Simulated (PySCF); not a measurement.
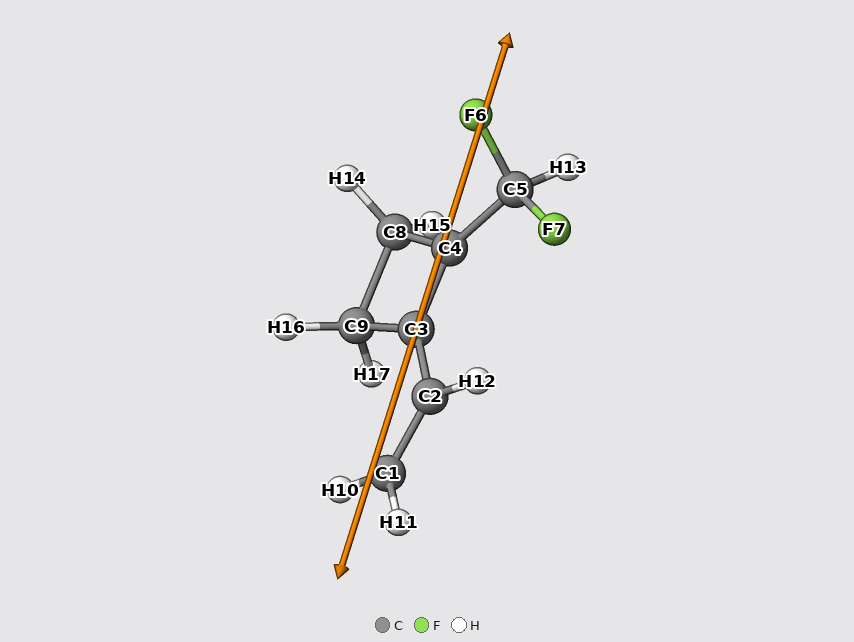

The double arrow shows the direction of the transition dipole to excited singlet state 1 (its length means nothing). Computed geometry: GFN2-xTB optimisation. No frequency run is at hand to confirm it as a minimum. Method: TDDFT ωB97X-D/def2-SVPD, vertical, gas phase, core orbitals frozen in the response (PySCF 2.14.0).

**How is the transition polarised?**

Nearly parallel to the C3–C4 bond.

**Where does the transition lie, and how strong is it?**

5.52 eV (225 nm), oscillator strength 0.67, mainly HOMO → LUMO (weight 0.98); transition dipole 5.64 D.
